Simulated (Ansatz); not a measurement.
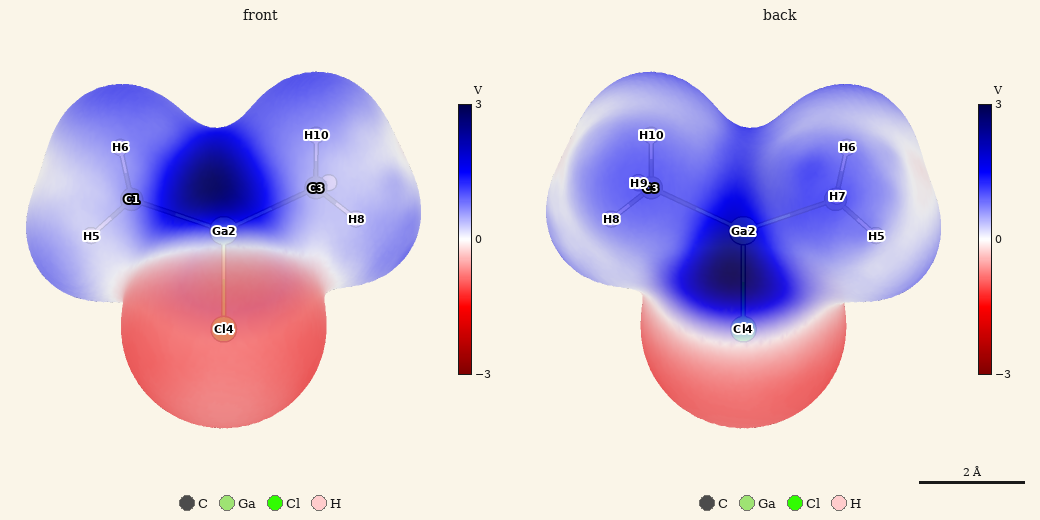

The picture shows: C₂H₆ClGa (SMILES [CH3][Ga]([CH3])[Cl]). The molecular electrostatic potential painted on the density surface at 0.002 e/bohr³, seen from the front and from behind; the colour scale runs from red (negative) to blue (positive).

Geometry: PBE0-D4/def2-TZVP.

Level of theory: RKS PBE0-D4/def2-TZVPP in Ansatz.

```xyz
10

C    -0.5370    1.4649   -0.8820
Ga   -0.4073   -0.3288   -0.1114
C     0.9825   -1.1375    1.0031
Cl   -2.0766   -1.6381   -0.5734
H    -1.4765    1.5876   -1.4197
H    -0.4724    2.2223   -0.0972
H     0.2921    1.6384   -1.5726
H     0.7143   -2.1573    1.2764
H     1.9346   -1.1522    0.4667
H     1.1294   -0.5507    1.9131
```

Question: Describe the electrostatic potential map.

Answer: The most negative region (about −0.9 V) lies over Cl4, the most positive (about +2.8 V) over Ga2.
